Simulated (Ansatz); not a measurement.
**Hypothetical diamond Ir: response to strain**

Take Ir in the diamond structure (space group Fd-3m, No. 227; a = 5.570 Å; a hypothetical phase, not in the database extracts checked; relaxed with 0.1 eV smearing) as the base. Axes: x, y, z lie along the cube axes.

Strains are applied to the cell and any free atomic positions relax; under biaxial strain the out-of-plane vector relaxes too.

The values are results of PBE (Ansatz, an electronic-structure program, PAW, spin-orbit coupling left out), not measurements.

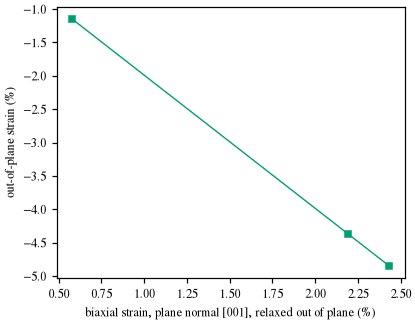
Fig. 1. Out-of-plane strain against biaxial strain, plane normal [001], relaxed out of plane

```json
[
 {"biaxial strain, plane normal [001], relaxed out of plane (%)": "0.58", "out-of-plane strain": "-1.15 %"},
 {"biaxial strain, plane normal [001], relaxed out of plane (%)": "2.19", "out-of-plane strain": "-4.37 %"},
 {"biaxial strain, plane normal [001], relaxed out of plane (%)": "2.43", "out-of-plane strain": "-4.84 %"}
]
```

Whether these cells are dynamically stable was not tested. The final runs are not spin-polarised.
